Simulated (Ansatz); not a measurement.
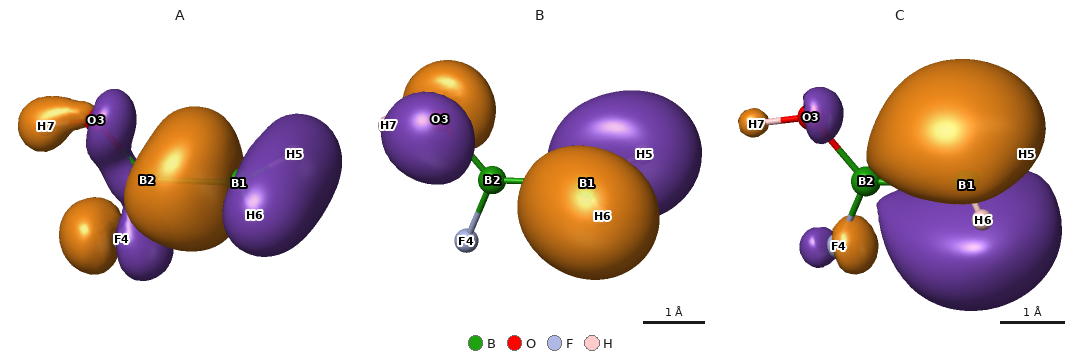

Figure 1: B2FH3O (SMILES BB(O)F). Three frontier orbitals at ±0.1 Å⁻³ᐟ² (orange and purple are the two phases), in no order.

These are results of RKS PBE-D4/def2-SVPD (Ansatz 0.2.0), not measurements.

The calculation's input:

```
crystal:
  periodic: [false, false, false]
  atoms:
    - { symbol: B, position_ang: [-0.73792, 0.97888, -0.15002] }
    - { symbol: B, position_ang: [0.27032, -0.35573, -0.1147] }
    - { symbol: O, position_ang: [0.70297, -0.94335, 1.00481] }
    - { symbol: F, position_ang: [0.70779, -0.9181, -1.2706] }
    - { symbol: H, position_ang: [-1.90116, 0.87269, -0.18402] }
    - { symbol: H, position_ang: [-0.3192, 2.06924, -0.16823] }
    - { symbol: H, position_ang: [1.2772, -1.70364, 0.88276] }
basis:
  gaussian: { orbitals: def2-SVPD }
hamiltonian:
  xc: pbe
  dispersion: d4
relax:
  f_tol: 0.015
  max_steps: 40
output:
  orbitals: {}
```

Command:

```sh
ansatz run input.yaml --threads 2 --pin off --max-ram 3072MiB --backend cpu --events-out ev --progress --plain --runs-dir out
```

The fields are those of the relaxed geometry.

> Which picture is the HOMO−1, the HOMO and the LUMO?

B is the HOMO−1 (−8.38 eV). Its weight (Hirshfeld) is mainly on B1 (about 35 %), H5 (about 20 %), H6 (about 20 %) and O3 (about 20 %). A is the HOMO (−7.62 eV). It lies mainly on B1 (about 35 %), B2 (about 25 %), F4 (about 15 %), H5 (about 10 %) and H6 (about 10 %). C is the LUMO (−3.22 eV). By Hirshfeld shares it lies mainly on B1 (about 70 %), B2 (about 10 %), H6 (about 5 %) and H5 (about 5 %).

> What is the HOMO–LUMO gap?

4.40 eV between the orbital energies.
